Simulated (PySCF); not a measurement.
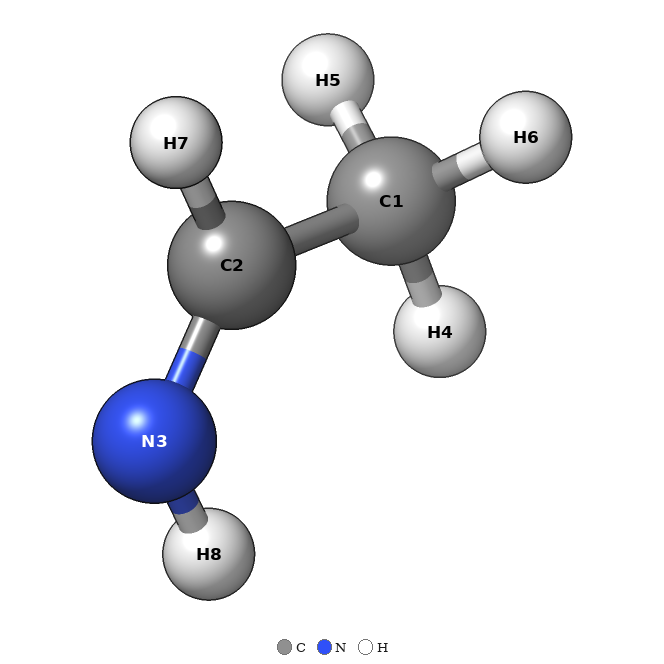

The computed structure is the end point of a GFN2-xTB optimisation. No frequency run is at hand to confirm it as a minimum. Method: delta-SCF UKS SCAN, pcX-2 on the ionised atom, pcseg-1 elsewhere, spin-free X2C (PySCF 2.14.0).

Give the core-electron binding energies (to vacuum) of C1 1s, C2 1s, N3 1s.

| atom | level | binding energy (eV) |
| --- | --- | --- |
| C1 | 1s | 291.2 |
| C2 | 1s | 292.2 |
| N3 | 1s | 404.6 |
